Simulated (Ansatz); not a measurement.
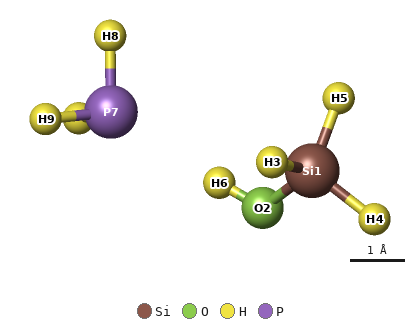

Figure 1. The structure as given in the input (ball-and-stick view, seen at a tilt; atoms are numbered from 1 in the order of the input). Bond lengths as drawn: H–O 0.97 Å, H–P 1.42 Å, H–Si 1.48 to 1.49 Å and O–Si 1.64 Å.

Single-point calculation, with input and output: SiPH7O

System: SiPH7O, SMILES [SiH3]O.P.
Method: RKS PBE0-D4/def2-TZVPPD (Ansatz 0.2.0).

The geometry is a complex of two molecules. The geometry comes from this level: PBE0-D4/def2-TZVP.

Input:
```yaml
crystal:
  periodic: [false, false, false]
  atoms:
    - {symbol: Si, position_ang: [-0.212066, 0.056493, -2.160124]}
    - {symbol: O, position_ang: [0.392764, -1.023143, -1.082206]}
    - {symbol: H, position_ang: [0.508790, 1.360542, -2.111136]}
    - {symbol: H, position_ang: [-0.044335, -0.547649, -3.503073]}
    - {symbol: H, position_ang: [-1.656735, 0.336757, -1.921706]}
    - {symbol: H, position_ang: [0.361725, -0.775859, -0.148255]}
    - {symbol: P, position_ang: [0.198478, -0.011197, 2.195464]}
    - {symbol: H, position_ang: [-0.888880, 0.758625, 2.675714]}
    - {symbol: H, position_ang: [1.190061, 0.797169, 2.802384]}
    - {symbol: H, position_ang: [0.150297, -0.951836, 3.252840]}
basis:
  gaussian: {orbitals: "def2-TZVPPD.json"}
hamiltonian: {xc: pbe0, dispersion: d4}
output: {orbitals: {seedname: orbitals}}
```

Launch command:
```bash
ansatz run in.yaml --threads 4 --pin off --events-out ev --progress --plain --max-ram 9574MiB
```

Output:
```
Functional definition: PBE0
  name "PBE0"
  cite "Adamo & Barone, J. Chem. Phys. 110, 6158 (1999) doi:10.1063/1.478522"
  cite "Perdew, Burke & Ernzerhof, Phys. Rev. Lett. 77, 3865 (1996) doi:10.1103/PhysRevLett.77.3865"
  parent pbe
  parameter a = 0.25
  parameter kappa = 0.804
  parameter beta = 0.06672455060314922
  exchange = (1 - a)*pbe_x(kappa = kappa, mu = beta*pi^2/3) + a*exact_x
  correlation = pbe_c(beta = beta)
1259 factors; their error is unknown
mean field evaluation 1: about -19315.9011 eV, gradient 5.3e1 eV
mean field evaluation 2: about -19306.0588 eV, gradient 8.9e1 eV
mean field evaluation 4: about -19320.3950 eV, gradient 2.0e0 eV
mean field evaluation 8: about -19320.4011 eV, gradient 6.1e-2 eV
mean field evaluation 16: about -19320.4377 eV, gradient 2.4e-5 eV
mean field -19320.43771257 eV, -710.0129900738 hartree, gradient 2.4e-5 eV, S^2 0.000000; 0 other end points of the search recorded, 0 dependent functions left out
reference -19320.43775284 eV, -710.0129915537 hartree; 22, 22 occupied and 233, 233 virtual orbitals, 1259 factors
Total energy: -19320.55545351 eV, -710.0173169738 hartree
```

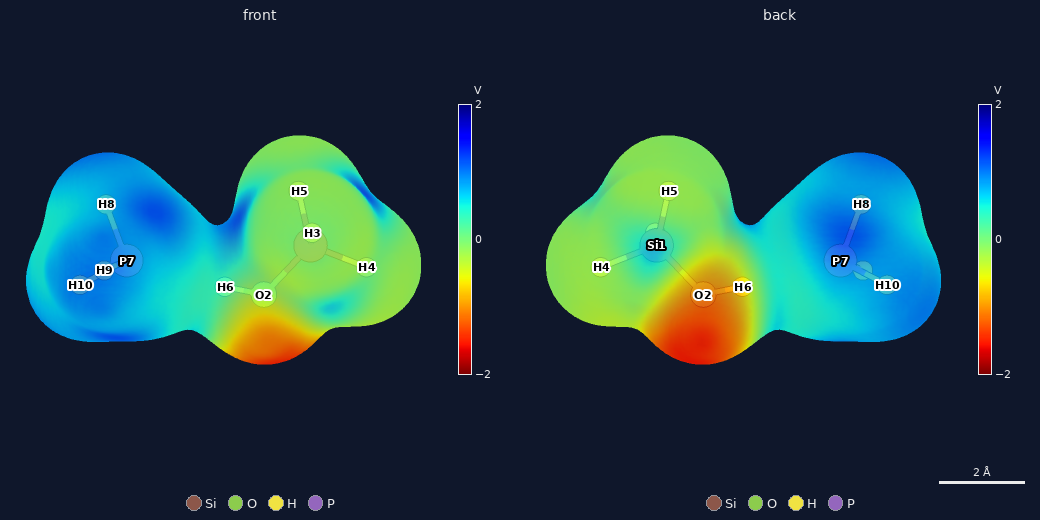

Figure 2. The molecular electrostatic potential painted on the density surface at 0.002 e/bohr³, seen at a tilt and from behind; red is negative and blue positive.

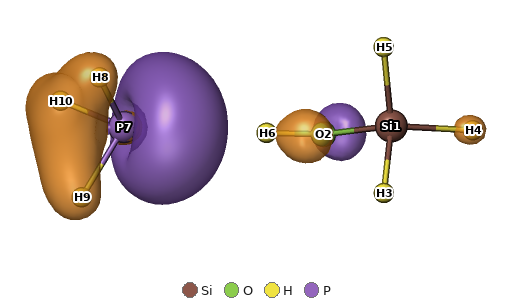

Figure 3. One frontier orbital at ±0.15 Å⁻³ᐟ² (orange and purple are the two phases), seen from the side. The HOMO−1, at −8.44 eV.

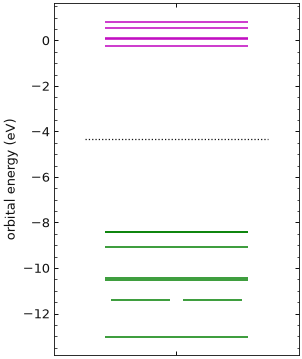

Figure 4. Orbital energies near the frontier; the dotted line parts filled from empty levels, and levels within 0.02 eV of each other stand side by side. Highest filled −8.41 eV, lowest empty −0.23 eV, 8.18 eV apart.

Key numbers:

| quantity | value |
| --- | --- |
| outcome | converged |
| total energy | −19320.5555 eV |
| mean-field energy | −19320.4378 eV |
| dispersion energy | −0.1177 eV |
| SCF solution under orbital rotations | stable |
| HOMO | −8.41 eV |
| LUMO | −0.23 eV |
| hardware | 4 threads of Intel Xeon @ 2.50GHz, 31 GiB of memory available, shared host |
| wall time | 2.9 s (CPU time 10 s) |
| peak memory | 0.57 GiB |
